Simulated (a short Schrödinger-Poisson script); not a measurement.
Stack: MOS inversion layer, SiO2 on p-type Si(100), at 400 K.

```
layer  material  thickness (nm)  Na (cm⁻³)
-----  --------  --------------  ---------
1          SiO2             3.8          -
2            Si             880     2.4e17
```

Constants are typed, rounded textbook-type inputs, not results; the design itself was drawn at random and stands for no fabricated device. SiO2: permittivity 3.9, conduction-band edge (eV) 3.15, gap (eV) 9, electron mass (mₑ) 0.5. Si: permittivity 11.7, conduction-band edge (eV) 0, gap (eV) 1.124, Nv at 300 K (cm⁻³) 3.1e19.

Channel valleys (confinement mass, in-plane density-of-states mass, number): Δ2 0.916, 0.19, 2; Δ4 0.19, 0.417, 4. At the gate the conduction-band edge of layer 1 lies 3.65 eV − eVg above the Fermi level of the channel; the field vanishes at the back. Gaps are held at their typed values at every temperature. Mesh 0.03 nm at interfaces.

Solved with a short Schrödinger-Poisson script written for these runs: 1D Poisson equation in equilibrium, electrons quantum, Hartree (BenDaniel-Duke, 12 states a valley, the channel's in-plane mass for all, wave functions free to enter the dielectric), parabolic valleys, classical holes, full ionisation, no traps, pinning or gate leakage.

Only gate voltages with over 1e8 electrons/cm² are shown.

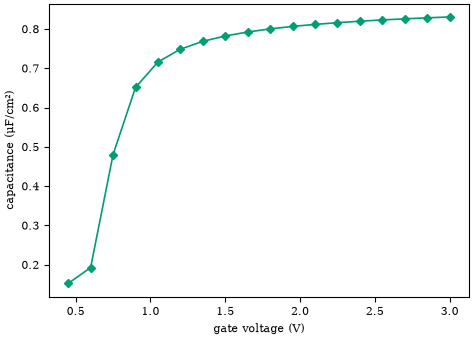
Quasi-static capacitance against gate voltage

| Vg (V) | electrons (cm⁻²) | C (μF/cm²) | Δ2 E0 (meV) | Δ2 E1 (meV) | Δ4 E0 (meV) | Δ4 E1 (meV) |
|---|---|---|---|---|---|---|
| 0.45 | 6.34e8 | 0.152 | 353.2 | 398.1 | 388.1 | 462.2 |
| 0.6 | 1.89e10 | 0.193 | 233.8 | 281.9 | 271.1 | 350.5 |
| 0.75 | 2.35e11 | 0.480 | 144.5 | 196.4 | 184.5 | 268.7 |
| 0.9 | 7.44e11 | 0.651 | 101.8 | 158.3 | 145.2 | 233.5 |
| 1.05 | 1.37e12 | 0.716 | 77.8 | 139.0 | 124.6 | 216.5 |
| 1.2 | 2.05e12 | 0.748 | 61.2 | 126.9 | 111.2 | 206.4 |
| 1.35 | 2.76e12 | 0.768 | 48.4 | 118.4 | 101.5 | 199.6 |
| 1.5 | 3.48e12 | 0.782 | 37.9 | 112.0 | 93.9 | 194.6 |
| 1.65 | 4.22e12 | 0.792 | 29.0 | 107.0 | 87.7 | 190.9 |
| 1.8 | 4.96e12 | 0.800 | 21.1 | 102.8 | 82.4 | 187.8 |
| 1.95 | 5.71e12 | 0.806 | 14.0 | 99.3 | 77.8 | 185.4 |
| 2.1 | 6.47e12 | 0.812 | 7.6 | 96.4 | 73.7 | 183.4 |
| 2.25 | 7.23e12 | 0.816 | 1.7 | 93.8 | 70.0 | 181.6 |
| 2.4 | 7.99e12 | 0.820 | -3.9 | 91.5 | 66.6 | 180.1 |
| 2.55 | 8.76e12 | 0.823 | -9.0 | 89.4 | 63.5 | 178.8 |
| 2.7 | 9.53e12 | 0.826 | -14.0 | 87.6 | 60.5 | 177.7 |
| 2.85 | 1.03e13 | 0.828 | -18.6 | 85.9 | 57.8 | 176.7 |
| 3 | 1.11e13 | 0.831 | -23.1 | 84.4 | 55.2 | 175.8 |

Subbands count from the Fermi level.
